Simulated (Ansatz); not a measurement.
**FGeH₃S₃: how energies converge with the basis set**

How large a basis does FGeH₃S₃ need? Two functionals are run in growing sets.

The runs use Ansatz 0.2.0, Gaussian basis; one geometry, several basis sets.

Plan: PBE0-D4/def2-SVP; ωB97M-V/def2-SVP; PBE0-D4/def2-QZVPP; ωB97M-V/def2-QZVPP; the functionals' def2-TZVPP values are taken from earlier runs.

### Step 1. The geometry

An earlier PBE0-D4 in a triple-zeta def2 set relaxation fixed the geometry.

8 atoms, charge 0, spin multiplicity 1.

Atoms are counted from 1 here; the program's logs count them from 0.

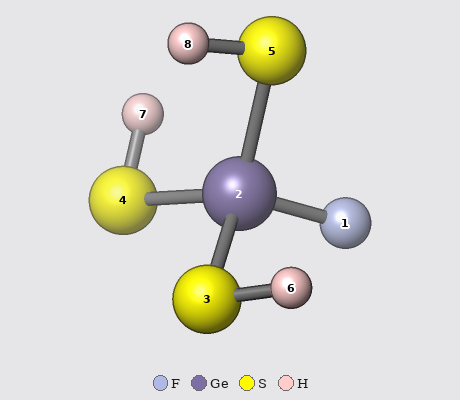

The structure; fluorine light blue, germanium purple, sulfur yellow, hydrogen pink; atoms are numbered from 1 in the order of the file.

### Step 2. PBE0-D4 in def2-SVP

Contents of in.yaml:

```yaml
crystal:
  periodic: [false, false, false]
  atoms:
    - {symbol: F, position_ang: [-1.658862, 0.464966, 1.092679]}
    - {symbol: Ge, position_ang: [-0.187778, 0.216447, 0.206349]}
    - {symbol: S, position_ang: [1.494987, 0.205095, 1.619813]}
    - {symbol: S, position_ang: [0.187710, 1.892943, -1.163990]}
    - {symbol: S, position_ang: [-0.632087, -1.697910, -0.791613]}
    - {symbol: H, position_ang: [0.918775, -0.741887, 2.380923]}
    - {symbol: H, position_ang: [-0.638115, 1.385830, -2.095164]}
    - {symbol: H, position_ang: [0.607569, -1.782685, -1.304796]}
basis:
  gaussian: {orbitals: def2-SVP}
hamiltonian: {xc: pbe0, dispersion: d4}
output: {orbitals: {seedname: orbitals}}
```

Run with:

```sh
$ ansatz run in.yaml --threads 4 --pin off --events-out ev --progress --plain --max-ram 10444MiB
```

What it wrote:

```text
Functional definition: PBE0
  name "PBE0"
  cite "Adamo & Barone, J. Chem. Phys. 110, 6158 (1999) doi:10.1063/1.478522"
  cite "Perdew, Burke & Ernzerhof, Phys. Rev. Lett. 77, 3865 (1996) doi:10.1103/PhysRevLett.77.3865"
  parent pbe
  parameter a = 0.25
  parameter kappa = 0.804
  parameter beta = 0.06672455060314922
  exchange = (1 - a)*pbe_x(kappa = kappa, mu = beta*pi^2/3) + a*exact_x
  correlation = pbe_c(beta = beta)
1078 factors; integrals over basis functions are off by at most 1.3e-3 eV
mean field evaluation 1: about -91750.6527 eV, gradient 3.7e1 eV
mean field evaluation 2: about -91746.9977 eV, gradient 6.2e1 eV
mean field evaluation 4: about -91752.9575 eV, gradient 1.7e0 eV
mean field evaluation 8: about -91753.0413 eV, gradient 1.4e-1 eV
mean field evaluation 16: about -91753.0414 eV, gradient 2.2e-5 eV
mean field -91753.04138782 eV, -3371.8620785571 hartree, gradient 2.2e-5 eV, S^2 0.000000; 0 other end points of the search recorded, 0 dependent functions left out
reference -91753.04141086 eV, -3371.8620794039 hartree; 46, 46 occupied and 69, 69 virtual orbitals, 1078 factors
Total energy: -91753.28989402 eV, -3371.8712109915 hartree
```

Wall time 1.6 s (4 threads of Arm Neoverse V1, shared host).

### Step 3. ωB97M-V in def2-SVP

in.yaml: that of step 2 with these lines changed.

```diff
@@ -13,3 +13,3 @@
   gaussian: {orbitals: def2-SVP}
-hamiltonian: {xc: pbe0, dispersion: d4}
+hamiltonian: {xc: {name: wB97M-V}}
 output: {orbitals: {seedname: orbitals}}
```

Same command.

What it wrote, cut to the lines that bear on the results:

```text
Functional definition: wB97M-V
  name "wB97M-V"
  cite "Mardirossian & Head-Gordon, J. Chem. Phys. 144, 214110 (2016) doi:10.1063/1.4952647"
  cite "Becke, J. Chem. Phys. 107, 8554 (1997) doi:10.1063/1.475007"
  cite "Vydrov & Van Voorhis, J. Chem. Phys. 133, 244103 (2010) doi:10.1063/1.3521275"
  # Of w^i u^j: cxij and so on, Table III.
[...]
  gx(w, u) = 1 - cx + cx01*u + cx10*w
  gss(w, u) = css00 + css04*u^4 + css10*w + css20*w^2 + css43*w^4*u^3
  gos(w, u) = cos00 + cos10*w + (cos20 + cos21*u)*w^2 + (cos60 + cos61*u)*w^6
[...]
      + integral(e_c_pw_mod_opposite_spin*gos(b97_w_opposite, b97_u_opposite)) + vv10(b, c)
1078 factors; integrals over basis functions are off by at most 1.3e-3 eV
313 factors; integrals over basis functions are off by at most 8.3e-6 eV
[...]
mean field -91768.53677713 eV, -3372.4315236112 hartree, gradient 3.2e-5 eV, S^2 0.000000; 0 other end points of the search recorded, 0 dependent functions left out
reference -91768.53681482 eV, -3372.4315249963 hartree; 46, 46 occupied and 69, 69 virtual orbitals, 1078 factors
Total energy: -91768.53681482 eV, -3372.4315249963 hartree
```

It took 6 s on 4 threads of Arm Neoverse V1, shared host.

### Step 4. PBE0-D4 in def2-QZVPP

in.yaml: that of step 3 with these lines changed.

```diff
@@ -12,4 +12,4 @@
 basis:
-  gaussian: {orbitals: def2-SVP}
-hamiltonian: {xc: {name: wB97M-V}}
+  gaussian: {orbitals: "def2-QZVPP.json"}
+hamiltonian: {xc: pbe0, dispersion: d4}
 output: {orbitals: {seedname: orbitals}}
```

Same command.

What it wrote:

```text
Functional definition: PBE0
  name "PBE0"
  cite "Adamo & Barone, J. Chem. Phys. 110, 6158 (1999) doi:10.1063/1.478522"
  cite "Perdew, Burke & Ernzerhof, Phys. Rev. Lett. 77, 3865 (1996) doi:10.1103/PhysRevLett.77.3865"
  parent pbe
  parameter a = 0.25
  parameter kappa = 0.804
  parameter beta = 0.06672455060314922
  exchange = (1 - a)*pbe_x(kappa = kappa, mu = beta*pi^2/3) + a*exact_x
  correlation = pbe_c(beta = beta)
2049 factors; their error is unknown
mean field evaluation 1: about -91774.4863 eV, gradient 4.2e1 eV
mean field evaluation 2: about -91770.7416 eV, gradient 7.1e1 eV
mean field evaluation 4: about -91777.2162 eV, gradient 1.9e0 eV
mean field evaluation 8: about -91777.2191 eV, gradient 6.5e-2 eV
mean field evaluation 16: about -91777.3971 eV, gradient 9.0e-5 eV
mean field -91777.39710975 eV, -3372.7571348293 hartree, gradient 9.0e-5 eV, S^2 0.000000; 0 other end points of the search recorded, 0 dependent functions left out
reference -91777.39714403 eV, -3372.7571360890 hartree; 46, 46 occupied and 400, 400 virtual orbitals, 2049 factors
Total energy: -91777.64562719 eV, -3372.7662676766 hartree
```

Wall time 14 s (4 threads of Arm Neoverse V1, shared host); peak memory 2.3 GiB.

### Step 5. ωB97M-V in def2-QZVPP

in.yaml: that of step 4 with these lines changed.

```diff
@@ -13,3 +13,3 @@
   gaussian: {orbitals: "def2-QZVPP.json"}
-hamiltonian: {xc: pbe0, dispersion: d4}
+hamiltonian: {xc: {name: wB97M-V}}
 output: {orbitals: {seedname: orbitals}}
```

The command is unchanged.

What it wrote, cut to the lines that bear on the results:

```text
Functional definition: wB97M-V
  name "wB97M-V"
  cite "Mardirossian & Head-Gordon, J. Chem. Phys. 144, 214110 (2016) doi:10.1063/1.4952647"
  cite "Becke, J. Chem. Phys. 107, 8554 (1997) doi:10.1063/1.475007"
  cite "Vydrov & Van Voorhis, J. Chem. Phys. 133, 244103 (2010) doi:10.1063/1.3521275"
  # Of w^i u^j: cxij and so on, Table III.
[...]
  gx(w, u) = 1 - cx + cx01*u + cx10*w
  gss(w, u) = css00 + css04*u^4 + css10*w + css20*w^2 + css43*w^4*u^3
  gos(w, u) = cos00 + cos10*w + (cos20 + cos21*u)*w^2 + (cos60 + cos61*u)*w^6
[...]
      + integral(e_c_pw_mod_opposite_spin*gos(b97_w_opposite, b97_u_opposite)) + vv10(b, c)
1953 factors; their error is unknown
338 factors; integrals over basis functions are off by at most 1.7e-5 eV
[...]
mean field -91792.74916118 eV, -3373.3213123134 hartree, gradient 8.4e-6 eV, S^2 0.000000; 0 other end points of the search recorded, 0 dependent functions left out
reference -91792.74921515 eV, -3373.3213142966 hartree; 46, 46 occupied and 400, 400 virtual orbitals, 1953 factors
Total energy: -91792.74921515 eV, -3373.3213142966 hartree
```

Wall time 29 s (4 threads of Arm Neoverse V1, shared host); peak memory 2.6 GiB.

### Step 6. Functionals by basis

The def2-TZVPP values come from earlier runs at the same geometry.

```
functional       basis  functions  energy (eV)  from the largest (eV)  HOMO (eV)  LUMO (eV)
   PBE0-D4    def2-SVP        115  -91753.2899                 24.356      -7.70      -1.03
   PBE0-D4  def2-TZVPP        247  -91775.2853                  2.360      -7.81      -1.37
   PBE0-D4  def2-QZVPP        446  -91777.6456                  0.000      -7.84      -1.44
   ωB97M-V    def2-SVP        115  -91768.5368                 24.212      -9.82       1.10
   ωB97M-V  def2-TZVPP        247  -91790.4769                  2.272      -9.96       0.63
   ωB97M-V  def2-QZVPP        446  -91792.7492                  0.000     -10.00       0.48
```

### Step 7. What came out

| quantity | value |
| --- | --- |
| PBE0-D4: double and triple zeta above quadruple | 24.36, 2.36 eV |
| ωB97M-V: double and triple zeta above quadruple | 24.21, 2.27 eV |

**Reading.** PBE0-D4 gains 22.00 eV from double to triple zeta, then 2.36 eV more. Total energies overstate the basis error of differences, where much of it tends to cancel. The LUMO of ωB97M-V is positive and keeps falling with the basis (1.10 to 0.48 eV): an unbound level that the basis holds in place.

For PBE0-D4 the largest set took about 9 times as long as the smallest (14 s against 1.6 s).
